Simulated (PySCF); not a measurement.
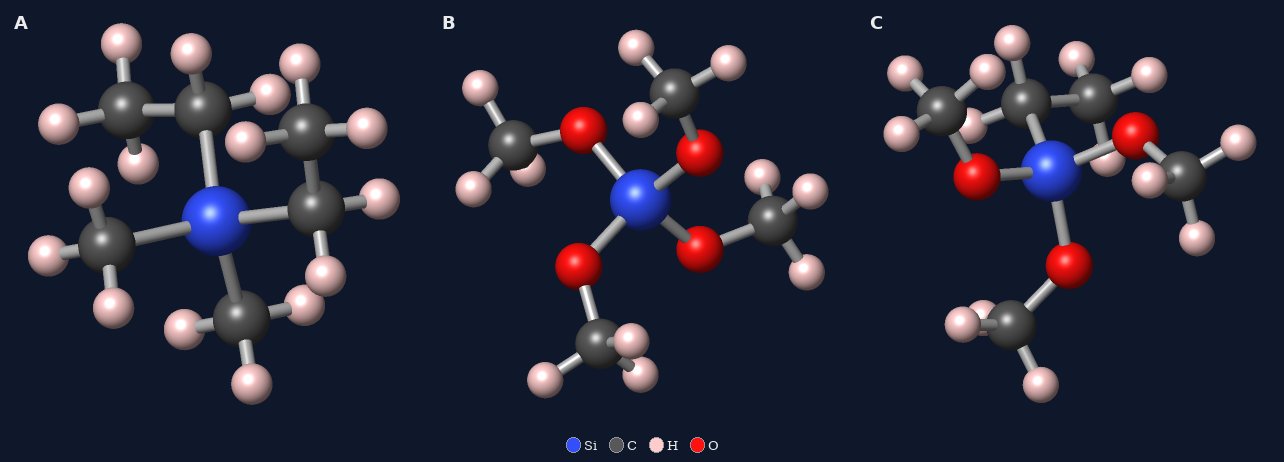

Figure made from data computed with PySCF.

```xyz
23
charge 0, multiplicity 1
Si    0.0075   -0.0096   -0.0770
C    -0.0296   -0.2416    1.7660
C     0.3183    1.0287    2.5397
H     0.6666   -1.0580    2.0269
H    -1.0350   -0.6078    2.0394
H     0.2767    0.8717    3.6287
H     1.3310    1.3763    2.2860
H    -0.3763    1.8465    2.2924
O     1.5258    0.5134   -0.4583
C     1.9074    1.0055   -1.7151
H     1.9009    0.2122   -2.4838
H     2.9306    1.4047   -1.6433
H     1.2380    1.8146   -2.0531
O    -1.0495    1.1338   -0.6273
C    -2.4161    0.9533   -0.8689
H    -2.6182    0.0013   -1.3888
H    -2.7792    1.7789   -1.5006
H    -3.0008    0.9652    0.0693
O    -0.4018   -1.3962   -0.8956
C     0.2356   -2.6337   -0.7609
H     1.3319   -2.5525   -0.8740
H    -0.1356   -3.3148   -1.5423
H     0.0291   -3.1023    0.2190
```

Question: Which picture belongs to the input above?

Answer: C. The file holds C5H14O3Si, `CC[Si](OC)(OC)OC`.
